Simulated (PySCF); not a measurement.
# diaminoborane (BN2H5): NMR shifts and electronic excitations at several levels of theory, part 2 of 2

PySCF 2.14.0. Atoms count from 0. Earlier steps stand in the parts before.

### Step 4. Excited states and response: PBE0/aug-cc-pVTZ

Job settings and geometry (Å):

```
{"job": {"kind": "uv", "xc": "PBE0", "basis": "aug-cc-pVTZ", "ip": false, "dynamic": true}, "charge": 0, "multiplicity": 1}
N     -1.244967     0.031119    -0.031048
B      0.065235    -0.431705     0.202902
N      1.212051     0.305337    -0.152889
H     -2.050003    -0.506307     0.229481
H     -1.468935     0.913472    -0.456562
H      0.210807    -1.500602     0.727570
H      2.137646    -0.036386     0.024295
H      1.193899     1.206368    -0.597380
```

Level: TDDFT PBE0/aug-cc-pVTZ, vertical, gas phase, core orbitals frozen in the response.

What it wrote:

```text
coarse grid: 6312 points
cycle   1  E = -137.2799494167  dE =  1.881e-01  |g| = 4.993e-01  |ddm| = 5.679e+00
cycle   2  E = -137.2476244951  dE =  3.232e-02  |g| = 6.483e-01  |ddm| = 1.524e+00
cycle   3  E = -137.3378497383  dE = -9.023e-02  |g| = 3.885e-02  |ddm| = 8.154e-01
cycle   4  E = -137.3381474632  dE = -2.977e-04  |g| = 1.824e-02  |ddm| = 8.534e-02
cycle   5  E = -137.3382295924  dE = -8.213e-05  |g| = 1.431e-03  |ddm| = 2.944e-02
cycle   6  E = -137.3382301500  dE = -5.577e-07  |g| = 3.957e-04  |ddm| = 3.542e-03
final grid: 60056 points
cycle   7  E = -137.3358635704  dE = -4.269e-05  |g| = 8.015e-03  |ddm| = 1.670e-01
cycle   8  E = -137.3358541538  dE =  9.417e-06  |g| = 1.057e-02  |ddm| = 2.335e-02
cycle   9  E = -137.3358763150  dE = -2.216e-05  |g| = 3.398e-04  |ddm| = 1.297e-02
cycle  10  E = -137.3358763392  dE = -2.425e-08  |g| = 1.604e-04  |ddm| = 9.163e-04
cycle  11  E = -137.3358763460  dE = -6.716e-09  |g| = 1.444e-05  |ddm| = 2.695e-04
cycle  12  E = -137.3358763460  dE = -4.303e-11  |g| = 4.915e-06  |ddm| = 2.768e-05
converged SCF energy = -137.3358763460

Static polarisability (au): isotropic 35.387, principal 29.393 34.995 41.772

Singlet excitations
state   eV       nm        f      main configurations
  1   5.6745    218.5   0.00000   H->L 0.97
  2   6.2210    199.3   0.04025   H->L+1 0.96
  3   6.5018    190.7   0.00000   H->L+2 0.96
  4   6.9616    178.1   0.00464   H->L+3 0.96
  5   7.2506    171.0   0.00018   H->L+4 0.95
  6   7.4032    167.5   0.00000   H->L+5 0.94
  7   7.5425    164.4   0.18222   H->L+7 0.93
  8   7.6897    161.2   0.00002   H->L+6 0.94
  9   7.7014    161.0   0.04737   H-1->L 0.94
 10   8.0717    153.6   0.00001   H->L+9 0.81, H-1->L+1 0.10

Triplet excitations (Tamm-Dancoff, eV): 5.5131 6.0511 6.2671 6.4495
```

Run time: 30 s. Hardware: 1 thread of Arm Neoverse N1, shared host; peak memory 0.77 GiB.

Frontier orbitals and where they lie:

| orbital | eV | atoms |
| --- | --- | --- |
| HOMO−3 | -11.89 | N0 31 %, N2 31 %, B1 16 % |
| HOMO−2 | -9.35 | B1 36 %, H5 34 %, N2 11 % |
| HOMO−1 | -8.89 | N2 30 %, N0 30 %, B1 22 % |
| HOMO | -6.95 | N0 34 %, N2 34 %, B1 12 % |
| LUMO | -0.13 | H7 24 %, H4 24 %, H6 15 % |
| LUMO+1 | 0.33 | B1 37 %, H3 16 %, H6 16 % |
| LUMO+2 | 0.53 | B1 54 %, H3 10 %, H6 10 % |

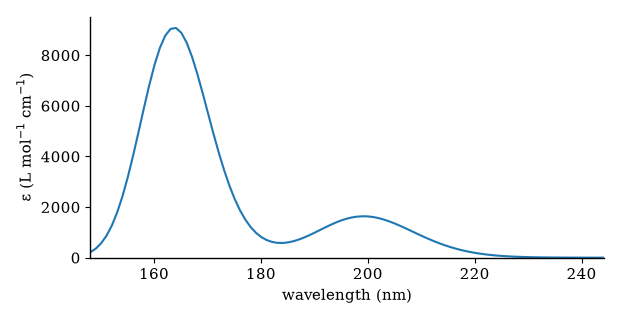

Absorption spectrum: each of the 10 states is a Gaussian band of 0.4 eV half-width at 1/e. Beyond the last state computed it falls off for lack of states.

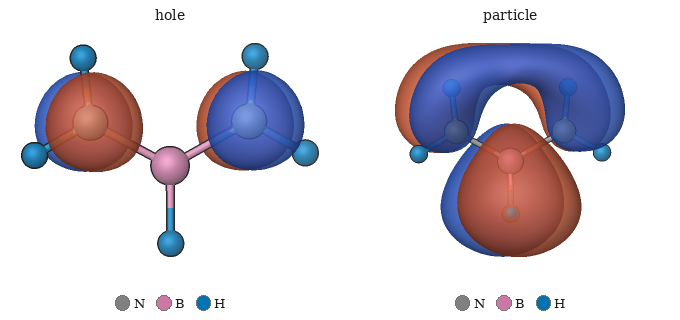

Leading natural transition orbitals of singlet state 7: the electron leaves the hole (left) for the particle orbital (right).

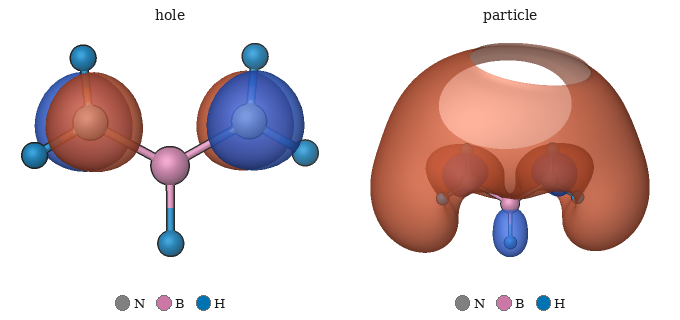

Leading natural transition orbitals of singlet state 1: the electron leaves the hole (left) for the particle orbital (right).

Ground-state properties from the same run:

| property | computed | measured |
| --- | --- | --- |
| dipole moment (D) | 1.33 | 1.25 |
| polarisability (Å³) | 5.24 | – |
| HOMO–LUMO gap (eV) | 6.82 | – |
| −ε(HOMO) (eV) | 6.95 | – |
| C6 with itself (au) | 506 | – |

Measured: gas; NIST CCCBDB Release 22 (SRD 101), experimental dipoles.

### Step 5. Ultraviolet spectrum: CAM-B3LYP/aug-cc-pVTZ

Settings changed since step 4:

```diff
@@ -1,2 +1,2 @@
-{"job": {"kind": "uv", "xc": "PBE0", "basis": "aug-cc-pVTZ", "ip": false, "dynamic": true}, "charge": 0, "multiplicity": 1}
+{"job": {"kind": "uv", "xc": "CAM-B3LYP", "basis": "aug-cc-pVTZ", "ip": false, "dynamic": false}, "charge": 0, "multiplicity": 1}
 N     -1.244967     0.031119    -0.031048
```

Level: TDDFT CAM-B3LYP/aug-cc-pVTZ, vertical, gas phase, core orbitals frozen in the response.

What it wrote:

```text
coarse grid: 6312 points
cycle   1  E = -137.3859662750  dE =  2.257e-01  |g| = 4.758e-01  |ddm| = 5.758e+00
cycle   2  E = -137.3871978406  dE = -1.232e-03  |g| = 5.092e-01  |ddm| = 1.289e+00
cycle   3  E = -137.4380880212  dE = -5.089e-02  |g| = 2.894e-02  |ddm| = 6.404e-01
cycle   4  E = -137.4382808254  dE = -1.928e-04  |g| = 1.393e-02  |ddm| = 6.490e-02
cycle   5  E = -137.4383280998  dE = -4.727e-05  |g| = 1.593e-03  |ddm| = 2.379e-02
cycle   6  E = -137.4383290549  dE = -9.551e-07  |g| = 2.963e-04  |ddm| = 4.453e-03
final grid: 60056 points
cycle   7  E = -137.4397799123  dE = -3.073e-05  |g| = 4.992e-03  |ddm| = 1.232e-01
cycle   8  E = -137.4397788982  dE =  1.014e-06  |g| = 5.577e-03  |ddm| = 1.452e-02
cycle   9  E = -137.4397845903  dE = -5.692e-06  |g| = 1.055e-04  |ddm| = 6.899e-03
cycle  10  E = -137.4397845961  dE = -5.777e-09  |g| = 3.650e-05  |ddm| = 5.513e-04
cycle  11  E = -137.4397845965  dE = -4.308e-10  |g| = 1.279e-05  |ddm| = 8.449e-05
converged SCF energy = -137.4397845965

Static polarisability (au): isotropic 35.153, principal 29.305 34.820 41.334

Singlet excitations
state   eV       nm        f      main configurations
  1   5.7992    213.8   0.00000   H->L 0.86
  2   6.3844    194.2   0.05205   H->L+1 0.84
  3   6.7252    184.4   0.00000   H->L+2 0.82
  4   7.2181    171.8   0.00807   H->L+3 0.94
  5   7.4681    166.0   0.00013   H->L+4 0.81, H->L+16 0.08
  6   7.6420    162.2   0.18328   H->L+9 0.95
  7   7.6802    161.4   0.00000   H->L+5 0.66, H->L+6 0.19
  8   7.9343    156.3   0.00001   H->L+6 0.66, H->L+5 0.19
  9   8.0652    153.7   0.04132   H-1->L 0.77, H->L+1 0.08
 10   8.3387    148.7   0.00000   H->L+8 0.60, H->L+13 0.11, H->L 0.10

Triplet excitations (Tamm-Dancoff, eV): 5.6350 6.2039 6.4332 6.6788
```

Run time: 28 s. Hardware: 1 thread of Arm Neoverse N1, shared host; peak memory 0.87 GiB.

Key values: HOMO -8.38 eV, LUMO 0.19 eV; lowest singlet 5.80 eV.

### Step 6. Ultraviolet spectrum: wB97X-D/aug-cc-pVTZ

Settings changed since step 5:

```diff
@@ -1,2 +1,2 @@
-{"job": {"kind": "uv", "xc": "CAM-B3LYP", "basis": "aug-cc-pVTZ", "ip": false, "dynamic": false}, "charge": 0, "multiplicity": 1}
+{"job": {"kind": "uv", "xc": "wB97X-D", "basis": "aug-cc-pVTZ", "ip": true, "dynamic": false}, "charge": 0, "multiplicity": 1}
 N     -1.244967     0.031119    -0.031048
```

Method: TDDFT wB97X-D/aug-cc-pVTZ, vertical, gas phase, core orbitals frozen in the response.

What it wrote:

```text
coarse grid: 6312 points
cycle   1  E = -137.4112403823  dE =  2.355e-01  |g| = 4.567e-01  |ddm| = 5.638e+00
cycle   2  E = -137.4269496770  dE = -1.571e-02  |g| = 4.291e-01  |ddm| = 1.367e+00
cycle   3  E = -137.4618057906  dE = -3.486e-02  |g| = 2.738e-02  |ddm| = 5.491e-01
cycle   4  E = -137.4620591989  dE = -2.534e-04  |g| = 1.268e-02  |ddm| = 8.491e-02
cycle   5  E = -137.4621029774  dE = -4.378e-05  |g| = 2.130e-03  |ddm| = 2.595e-02
cycle   6  E = -137.4621052075  dE = -2.230e-06  |g| = 3.993e-04  |ddm| = 7.803e-03
final grid: 60056 points
cycle   7  E = -137.4608476072  dE = -8.085e-05  |g| = 9.479e-03  |ddm| = 1.956e-01
cycle   8  E = -137.4608484313  dE = -8.241e-07  |g| = 9.424e-03  |ddm| = 2.881e-02
cycle   9  E = -137.4608642648  dE = -1.583e-05  |g| = 2.201e-04  |ddm| = 1.184e-02
cycle  10  E = -137.4608642854  dE = -2.060e-08  |g| = 1.037e-04  |ddm| = 1.792e-03
cycle  11  E = -137.4608642885  dE = -3.046e-09  |g| = 2.484e-05  |ddm| = 2.940e-04
cycle  12  E = -137.4608642887  dE = -2.519e-10  |g| = 8.317e-06  |ddm| = 9.678e-05
converged SCF energy = -137.4608642887

Static polarisability (au): isotropic 35.288, principal 29.756 34.843 41.265

Singlet excitations
state   eV       nm        f      main configurations
  1   5.9313    209.0   0.00000   H->L 0.79, H->L+8 0.10
  2   6.5083    190.5   0.05698   H->L+1 0.78, H->L+11 0.11
  3   6.8141    182.0   0.00000   H->L+2 0.76
  4   7.1917    172.4   0.00645   H->L+3 0.92
  5   7.5133    165.0   0.00006   H->L+4 0.79, H->L+16 0.09
  6   7.7069    160.9   0.19458   H->L+9 0.96
  7   7.7418    160.1   0.00000   H->L+5 0.59, H->L+6 0.25
  8   7.8876    157.2   0.00001   H->L+6 0.51, H->L+5 0.21
  9   8.1869    151.4   0.05076   H-1->L 0.66, H->L+1 0.10, H-1->L+8 0.09
 10   8.3311    148.8   0.00000   H->L+8 0.54, H->L+13 0.14, H->L 0.11

Triplet excitations (Tamm-Dancoff, eV): 5.7979 6.3294 6.5123 6.7475
Vertical ionisation energy (delta-SCF) = 9.3570 eV
```

Run time: 51 s. Hardware: 1 thread of Arm Neoverse N1, shared host; peak memory 0.81 GiB.

This run: HOMO -8.85 eV, LUMO 0.79 eV; lowest singlet 5.93 eV.

### Step 7. Comparing the runs: electronic excitations

Excitations and ground-state properties, with basis size and wall time:

| run | lowest singlet (eV) | brightest (eV) | f | gap (eV) | α (Å³) | μ (D) | functions | time |
| --- | --- | --- | --- | --- | --- | --- | --- | --- |
| PBE0/aug-cc-pVTZ | 5.67 | 7.54 | 0.182 | 6.82 | 5.24 | 1.33 | 253 | 30 s |
| CAM-B3LYP/aug-cc-pVTZ | 5.80 | 7.64 | 0.183 | 8.57 | 5.21 | 1.30 | 253 | 28 s |
| wB97X-D/aug-cc-pVTZ | 5.93 | 7.71 | 0.195 | 9.64 | 5.23 | 1.33 | 253 | 51 s |

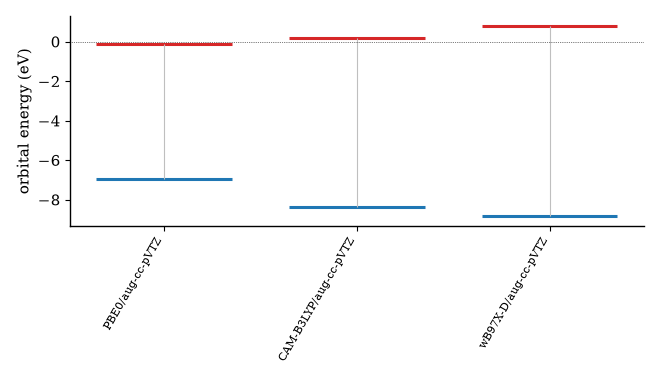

HOMO (blue) and LUMO (red) run by run.

Measured dipole: 1.25 D (gas; NIST CCCBDB Release 22 (SRD 101), experimental dipoles).

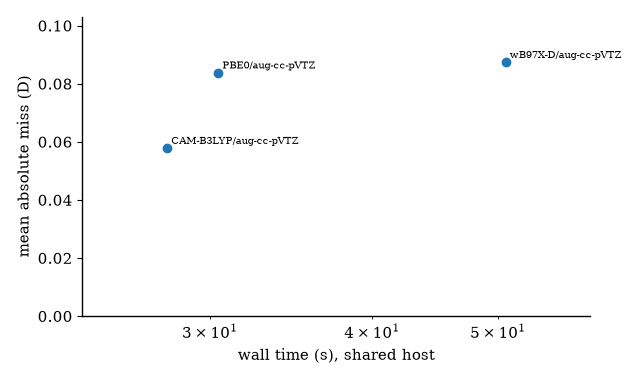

Cost against miss for the measured dipole.

### Step 8. Summary of results

What follows sums up all 2 parts.

| quantity | value |
| --- | --- |
| point group | C2v |
| rotational constants (main isotopes) | 53.32, 9.11, 7.78 GHz |
| ¹H shifts against TMS (PBE0/pcSseg-2, means over atoms taken as alike) | 4.32, 2.29 ppm |
| ¹⁵N shifts against NH3 (PBE0/pcSseg-2, means over atoms taken as alike) | 65.3 ppm |
| ¹¹B shifts against BF3·OEt2 (PBE0/pcSseg-2) | 24.3 ppm |
| surface potential, 1st and 99th percentile | -0.98 V and 1.73 V |
| lowest singlet (PBE0/aug-cc-pVTZ) | 5.67 eV (218 nm), f = 0.000 |
| brightest single state of those computed | state 7, 7.54 eV, f = 0.182 |
| lowest triplet | 5.51 eV |
| range of the lowest singlet | 5.67 to 5.93 eV |

Single values in the summary come from the first run of each kind that ended normally (PBE0/pcSseg-2; PBE0/aug-cc-pVTZ), which need not be the best level. The optimisation took 9 steps and gained 0.128 eV; among the close pairs (by a distance rule), N0–B1 changed most, from 1.370 to 1.409 Å. At PBE0/pcSseg-2: The widest tensor belongs to N0, N2: span 106 ppm, with a paramagnetic part of -119 ppm. The lowest singlet, at 5.67 eV, is HOMO→LUMO 0.97 and is dark; of the 10 states computed, the strongest absorption comes from state 7 at 7.54 eV. The lowest triplet lies 0.16 eV below the lowest singlet (triplets in Tamm-Dancoff, singlets in full TDDFT). States above −ε(HOMO) lie where TDDFT describes them poorly and they hang on the basis; the brightest is among them. The dipole moment, 1.33 D, compares with 1.25 D measured. The lowest singlet runs from 5.67 eV (PBE0/aug-cc-pVTZ) to 5.93 eV (wB97X-D/aug-cc-pVTZ), while the orbital gap spans 6.82 to 9.64 eV: the excitation energy moves far less from run to run than the orbital gap does. The lowest state need not be the same one in every run. For the measured dipole, CAM-B3LYP/aug-cc-pVTZ misses least (0.06 D, 28 s) and wB97X-D/aug-cc-pVTZ most (0.09 D, 51 s). One molecule ranks no method: errors cancel, and vibration and temperature are missing from all runs.
